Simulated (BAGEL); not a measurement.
# UHF/6-311+G(d,p) (density fitting with qzvpp-jkfit) run of C2H6Al (SMILES [CH2][AlH][CH3])

What is the vertical ionisation energy of C2H6Al at UHF/6-311+G** (density fitting with qzvpp-jkfit)? 

The results are computed with BAGEL 1.2.2.

4 further runs of the same task are left out: 3 that didn't finish, 1 set aside as unsound or not needed.

## 1. Starting point

C2H6Al: 9 atoms, total charge 0, spin state doublet. SMILES: `[CH2][AlH][CH3]`. The coordinates come from a PBE0-D4/def2-TZVP relaxation. This is one conformer, not always the lowest.

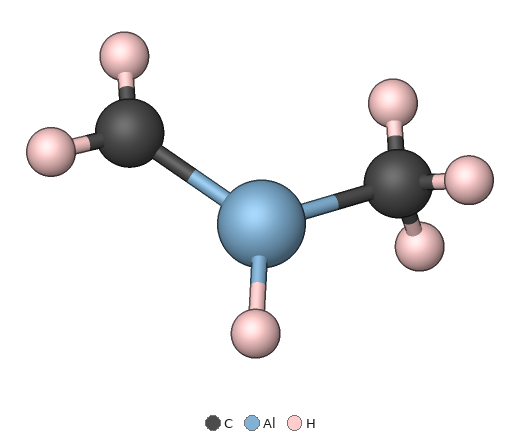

Viewed from a chosen angle; carbon dark grey, aluminium light blue, hydrogen pink.

## 2. A single-point energy at UHF/6-311+G(d,p) (density fitting with qzvpp-jkfit)

hf.json

```json
{ "bagel" : [

{
  "title" : "molecule",
  "basis" : "6-311+gss.json",
  "df_basis" : "qzvpp-jkfit",
  "angstrom" : true,
  "geometry" : [
    { "atom" : "C", "xyz" : [      -1.001700,       0.881800,      -1.329500 ] },
    { "atom" : "Al", "xyz" : [       0.228900,       0.665000,       0.139600 ] },
    { "atom" : "C", "xyz" : [       0.616200,      -1.098800,       0.880100 ] },
    { "atom" : "H", "xyz" : [      -1.528100,       0.061200,      -1.816400 ] },
    { "atom" : "H", "xyz" : [      -1.257300,       1.842300,      -1.775500 ] },
    { "atom" : "H", "xyz" : [       0.918900,       1.966700,       0.740100 ] },
    { "atom" : "H", "xyz" : [       0.137400,      -1.910400,       0.327000 ] },
    { "atom" : "H", "xyz" : [       1.694000,      -1.291300,       0.896200 ] },
    { "atom" : "H", "xyz" : [       0.280100,      -1.162700,       1.921100 ] }
  ]
},

{
  "title" : "uhf",
  "charge" : 0,
  "nopen" : 1
},

{
  "title" : "print",
  "file" : "orbitals.molden",
  "orbitals" : true
}

]}
```

The basis set 6-311+G** is read from a file made from the Basis Set Exchange's data (not shown).

Launch:

```sh
$ BAGEL_NUM_THREADS=1 BAGEL hf.json > hf.out
```

What it wrote:

```text
* using 1 threads per process

  ===============================================================
  ===============================================================

  *** Geometry ***

  { "atom" : "C", "xyz" : [     -1.892939,      1.666360,     -2.512391 ] },
  { "atom" : "Al", "xyz" : [      0.432558,      1.256668,      0.263806 ] },
  { "atom" : "C", "xyz" : [      1.164449,     -2.076431,      1.663148 ] },
  { "atom" : "H", "xyz" : [     -2.887690,      0.115651,     -3.432499 ] },
  { "atom" : "H", "xyz" : [     -2.375953,      3.481442,     -3.355209 ] },
  { "atom" : "H", "xyz" : [      1.736469,      3.716524,      1.398586 ] },
  { "atom" : "H", "xyz" : [      0.259648,     -3.610133,      0.617940 ] },
  { "atom" : "H", "xyz" : [      3.201196,     -2.440203,      1.693573 ] },
  { "atom" : "H", "xyz" : [      0.529312,     -2.197185,      3.630353 ] },

  Number of auxiliary basis functions:      386

  Since a DF basis is specified, we compute 2- and 3-index integrals:
    o Being stored without compression. Storage requirement is 0.037 GB

  Number of basis functions:      110
  Number of electrons      :       31

    * METHOD: MOLECULE                             0.15

  *** Open-shell HF ***

  === Nuclear Repulsion ===
    89.0041414470

      * DIIS with orbital gradients will be used.

  === UHF iteration (6-311+gss.json) ===
      0       -320.89659178          0.04711992           0.09
      1       -321.08753487          0.02200705           0.10
      2       -321.12269047          0.00980483           0.10
      3       -321.13113391          0.00099010           0.09
      4       -321.13138066          0.00024223           0.10
      5       -321.13140455          0.00006799           0.10
      6       -321.13141404          0.00002696           0.10
      7       -321.13141767          0.00001380           0.09
      8       -321.13141885          0.00000394           0.09
      9       -321.13141893          0.00000087           0.09
     10       -321.13141893          0.00000025           0.09
     11       -321.13141893          0.00000011           0.09
     12       -321.13141893          0.00000004           0.09
     13       -321.13141893          0.00000002           0.09
     14       -321.13141893          0.00000001           0.09
    * SCF iteration converged.

    * S^2 (UHF) is 0.7582

    * Permanent dipole moment:
           (    0.119416,     0.176532,     0.112492) a.u.

    * METHOD: UHF                                  1.56

    * METHOD: PRINT                                0.02

  ===============================================================
```

It took 1.9 s on 1 thread of Arm Neoverse V2, shared host; peak memory 0.12 GiB.

## 3. The singlet cation at the same level

calc.json

```json
{ "bagel" : [

{
  "title" : "molecule",
  "basis" : "6-311+gss.json",
  "df_basis" : "qzvpp-jkfit",
  "angstrom" : true,
  "geometry" : [
    { "atom" : "C", "xyz" : [   -1.001700,    0.881800,   -1.329500 ] },
    { "atom" : "Al", "xyz" : [    0.228900,    0.665000,    0.139600 ] },
    { "atom" : "C", "xyz" : [    0.616200,   -1.098800,    0.880100 ] },
    { "atom" : "H", "xyz" : [   -1.528100,    0.061200,   -1.816400 ] },
    { "atom" : "H", "xyz" : [   -1.257300,    1.842300,   -1.775500 ] },
    { "atom" : "H", "xyz" : [    0.918900,    1.966700,    0.740100 ] },
    { "atom" : "H", "xyz" : [    0.137400,   -1.910400,    0.327000 ] },
    { "atom" : "H", "xyz" : [    1.694000,   -1.291300,    0.896200 ] },
    { "atom" : "H", "xyz" : [    0.280100,   -1.162700,    1.921100 ] }
  ]
},
{ "title" : "hf", "charge" : 1 },
{ "title" : "print", "file" : "orbitals.molden", "orbitals" : true }

]}
```

The basis set 6-311+G** is read from a file made from the Basis Set Exchange's data (not shown).

Launch:

```sh
$ BAGEL_NUM_THREADS=1 BAGEL calc.json > calc.out
```

What it wrote:

```text
* using 1 threads per process

  ===============================================================
  ===============================================================

  *** Geometry ***

  { "atom" : "C", "xyz" : [     -1.892939,      1.666360,     -2.512391 ] },
  { "atom" : "Al", "xyz" : [      0.432558,      1.256668,      0.263806 ] },
  { "atom" : "C", "xyz" : [      1.164449,     -2.076431,      1.663148 ] },
  { "atom" : "H", "xyz" : [     -2.887690,      0.115651,     -3.432499 ] },
  { "atom" : "H", "xyz" : [     -2.375953,      3.481442,     -3.355209 ] },
  { "atom" : "H", "xyz" : [      1.736469,      3.716524,      1.398586 ] },
  { "atom" : "H", "xyz" : [      0.259648,     -3.610133,      0.617940 ] },
  { "atom" : "H", "xyz" : [      3.201196,     -2.440203,      1.693573 ] },
  { "atom" : "H", "xyz" : [      0.529312,     -2.197185,      3.630353 ] },

  Number of auxiliary basis functions:      386

  Since a DF basis is specified, we compute 2- and 3-index integrals:
    o Being stored without compression. Storage requirement is 0.037 GB

  Number of basis functions:      110
  Number of electrons      :       31

    * METHOD: MOLECULE                             0.15

  *** RHF ***

  === Nuclear Repulsion ===
    89.0041414470

      * DIIS with orbital gradients will be used.

  === RHF iteration (6-311+gss.json) ===
      0       -320.62099896          0.02131537           0.05
      1       -320.77452690          0.01065463           0.05
      2       -320.81082718          0.00145645           0.05
      3       -320.81250108          0.00021376           0.05
      4       -320.81254341          0.00005564           0.05
      5       -320.81254615          0.00001623           0.04
      6       -320.81254636          0.00000441           0.05
      7       -320.81254638          0.00000062           0.05
      8       -320.81254638          0.00000019           0.05
      9       -320.81254638          0.00000008           0.05
     10       -320.81254638          0.00000005           0.05
     11       -320.81254638          0.00000002           0.05
     12       -320.81254638          0.00000001           0.05
    * SCF iteration converged.

    * Permanent dipole moment:
           (    1.520943,    -0.818297,     1.906905) a.u.

    * METHOD: HF                                   0.72

    * METHOD: PRINT                                0.02

  ===============================================================
```

It took 1.1 s on 1 thread of Arm Neoverse V2, shared host; peak memory 0.12 GiB.

## 4. Results

Level: UHF/6-311+G** (density fitting with qzvpp-jkfit).

| quantity | value |
| --- | --- |
| doublet C2H6Al: total energy | -321.13142 Eh |
| doublet C2H6Al: dipole moment | 0.61 D |
| doublet C2H6Al: ⟨S²⟩ | 0.758 |
| singlet cation: total energy | -320.81255 Eh |
| singlet cation: HOMO energy | -15.75 eV |
| singlet cation: LUMO energy | -7.36 eV |
| singlet cation: HOMO–LUMO gap | 8.40 eV |
| vertical ionisation energy (to the singlet cation) | 8.677 eV |

What this shows: Removing an electron at fixed nuclei costs 8.68 eV (837 kJ/mol). Only the singlet of the ionised species was computed; a triplet could lie lower.
